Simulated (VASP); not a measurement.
Band structure of Sb$_{2}$S$_{3}$ (relaxed from the A-La2O3 structure, space group P-3m1). Level of theory: PBEsol GGA, VASP's PBE PAW potentials (set 64) (plane waves; VASP 6.6.1).

Unless said otherwise, spin-orbit coupling is left out, though it shifts the bands of the heavy elements here.

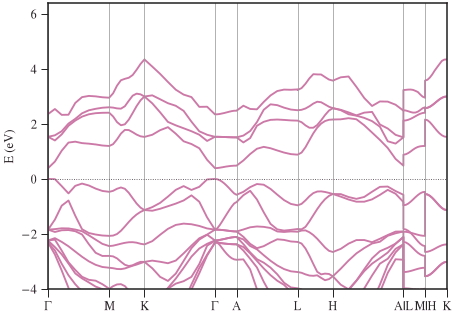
Figure: Bands along high-symmetry lines, zero at the valence-band maximum or, without a gap, the Fermi level

Read the plot: is there a gap, and where are the band edges?

The gap is direct, 0.39 eV, from the valence maximum at Γ to the conduction minimum at Γ. (Edges off the drawn lines would not show.)

The structure was generated: Sb2S3 was put into the A-La2O3 type (P-3m1), which need not be its known phase. It was relaxed first, which changed the volume by +13 %.
